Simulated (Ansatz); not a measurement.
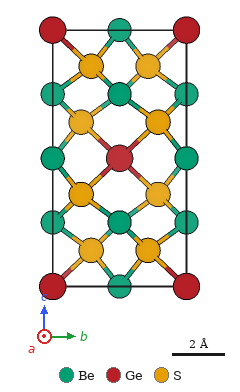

Starting structure of crystalline Be$_{3}$GeS$_{4}$ (built on the Li3SbS4-121 type type). The picture is a ball-and-stick view of the conventional cell (2 times the calculation's cell), seen along the a axis. Lengths and directions refer to the drawn axes.

These are results of DFT, r2SCAN+rVV10, plane waves, PAW (Ansatz), not measurements.

The input:
```yaml
crystal:
  lattice:
    - [-2.596017047, 2.596017047, 4.9758190213]
    - [2.596017047, -2.596017047, 4.9758190213]
    - [2.596017047, 2.596017047, -4.9758190213]
  atoms:
    - { symbol: Be, position: [0.5, 0.5, 0.0] }
    - { symbol: Be, position: [0.75, 0.25, 0.5] }
    - { symbol: Be, position: [0.25, 0.75, 0.5] }
    - { symbol: Ge, position: [0.0, 0.0, 0.0] }
    - { symbol: S, position: [0.5716106623, 0.1465748629, 0.0] }
    - { symbol: S, position: [0.1465748629, 0.5716106623, 0.0] }
    - { symbol: S, position: [0.4283893377, 0.4283893377, 0.5749642005] }
    - { symbol: S, position: [0.8534251371, 0.8534251371, 0.4250357995] }
kpoints:
  mp_grid: { grid: [6, 6, 6] }
hamiltonian:
  xc: r2scan
  dispersion: rvv10
scf:
  occupations: { method: fermi_dirac, width: 0.03 }
relax:
  f_tol: 0.01
  cell: {}
  max_steps: 120
```

Run as
```bash
ansatz run input.yaml --threads 4 --pin off --max-ram 4608MiB --backend cpu --events-out ev --progress --plain --runs-dir out
```

### Predict the outcome.

The largest moves relative to the cell, 0.005 Å, are those of S5, S6, S7 and S8. S5 goes along [−1 1 1]. Be and Ge stay in place. The drawn cell changes as follows: a = b 5.192 → 5.221 Å (+0.6 %), c 9.952 → 9.980 Å (+0.3 %); the volume changes by +1.4 %. Near-neighbour distances that change, for instance: Be2–S5 2.150 → 2.162 Å, Be1–S5 2.098 → 2.107 Å, Ge4–S5 2.534 → 2.542 Å. The space group stays I-42m (No. 121). After 2 accepted moves (3 points after the start) the energy has fallen by 7.3 meV per cell of the calculation. Largest force component: 0.036 eV/Å at the start, 0.00077 eV/Å at the end. Pressure: 1.14 GPa at the start and 0.01 GPa at the end. At 1 point the geometry stayed and the basis and grid were re-selected for the new cell (energy shift of 0.3 meV per cell of the calculation at most each time). The run took 35 s on 4 threads of Arm Neoverse V1, on a shared host, peak memory 1.1 GiB.

The structure at the end:

```
CELL_PARAMETERS angstrom
-2.61058 2.61058 4.99014
2.61058 -2.61058 4.99014
2.61058 2.61058 -4.99014
ATOMIC_POSITIONS crystal
Be 0.50000 0.50000 0.00000
Be 0.75000 0.25000 0.50000
Be 0.25000 0.75000 0.50000
Ge 0.00000 0.00000 0.00000
S 0.57235 0.14657 0.00000
S 0.14657 0.57235 0.00000
S 0.42765 0.42765 0.57422
S 0.85343 0.85343 0.42578
```
